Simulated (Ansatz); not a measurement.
# FH3OSi···PH3: what the fields show

```csv
atom,x (Å),y (Å),z (Å)
Si,-0.0930,0.0409,0.0384
F,-0.2143,0.0086,1.6341
H,1.3012,0.2061,-0.3597
H,-0.8975,1.2085,-0.3672
O,-0.7010,-1.3182,-0.6311
H,-1.6191,-1.5297,-0.5483
P,1.8429,-2.4905,1.2559
H,0.5195,-2.9690,1.2438
H,1.8837,-2.1418,-0.1051
H,1.5264,-1.2114,1.7624
```

Not at a stationary point (largest force 1.1 eV/Å).

These are results of RHF/def2-SVP in Ansatz, not measurements.

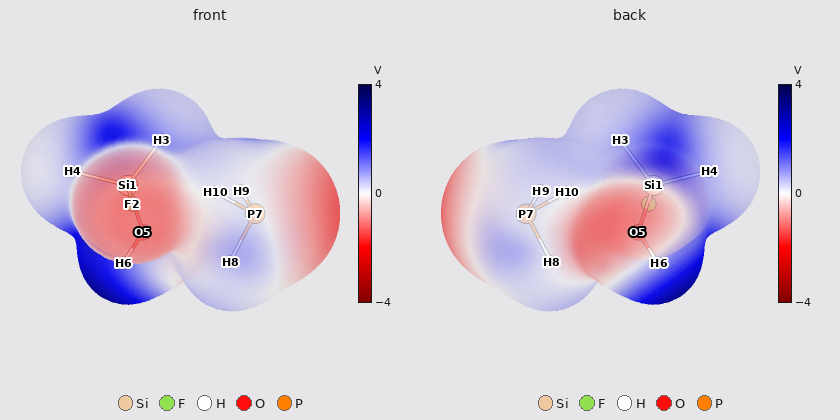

Figure 1. The electrostatic potential painted on the density surface at 0.002 e/bohr³, seen from the front and from behind; the colour scale runs from red (negative) to blue (positive).

Question: Describe the electrostatic potential map.

Answer: The most negative region (about −1.3 V) lies over O5 and P7, the most positive (about +3.1 V) over H6.

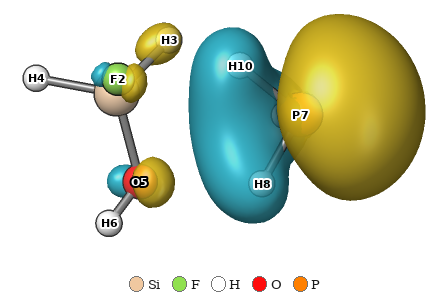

Figure 2. The HOMO at ±0.08 Å⁻³ᐟ² (yellow and cyan are the two phases), seen at an oblique angle.

Question: Where does this orbital lie, and at what energy?

Answer: It lies mainly on P7 (about 80 %); largely a lone pair of P7. Its energy is −9.99 eV.

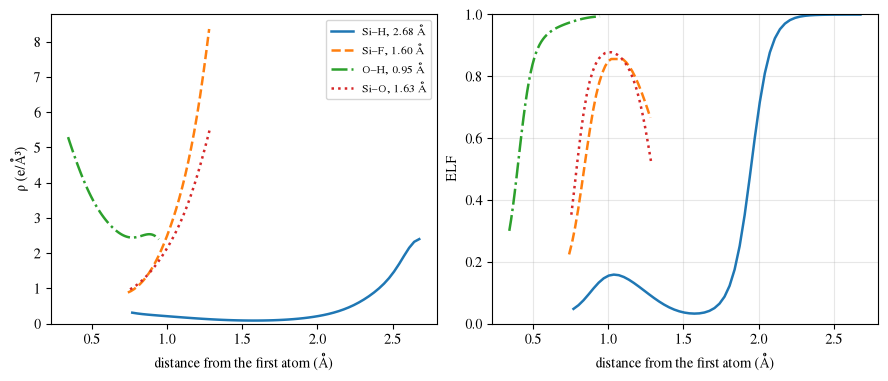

Figure 3. Electron density and electron localisation function along straight lines between neighbouring atoms. The curves leave out the atomic cores.

Question: Compare the contacts.

Answer: Si1···H10 (2.68 Å): the density falls to about 0.09 e/Å³ on the way; the ELF dips to about 0.05 between them.
Si–F (1.60 Å): ρ at the midpoint is about 1 e/Å³; the ELF peaks at about 0.85 in the valence shell of F, 0.6 Å from its nucleus, and is about 0.35 at the midpoint.
O–H (0.95 Å): the density is about 3.8 e/Å³ at the midpoint; the ELF climbs to about 1 towards the hydrogen, as it does in any bond to H; an ordinary covalent bond to hydrogen.
Si–O (1.63 Å): ρ at the midpoint is about 1.2 e/Å³; the ELF peaks at about 0.90 between the atoms, as expected for a shared but strongly polarised pair.

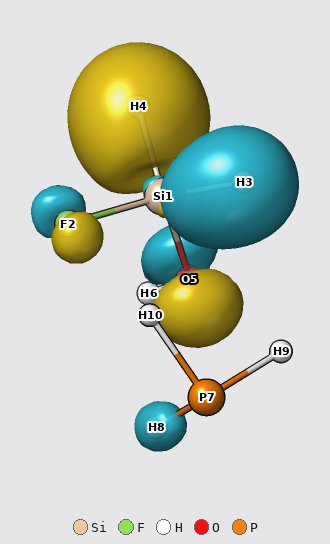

Figure 4. The HOMO−1 at ±0.15 Å⁻³ᐟ² (yellow and cyan are the two phases), seen at an oblique angle.

Question: Where does this orbital lie, and at what energy?

Answer: It lies mainly on Si1 (about 30 %), H4 (about 30 %), H3 (about 15 %) and O5 (about 15 %). Its energy is −12.94 eV.
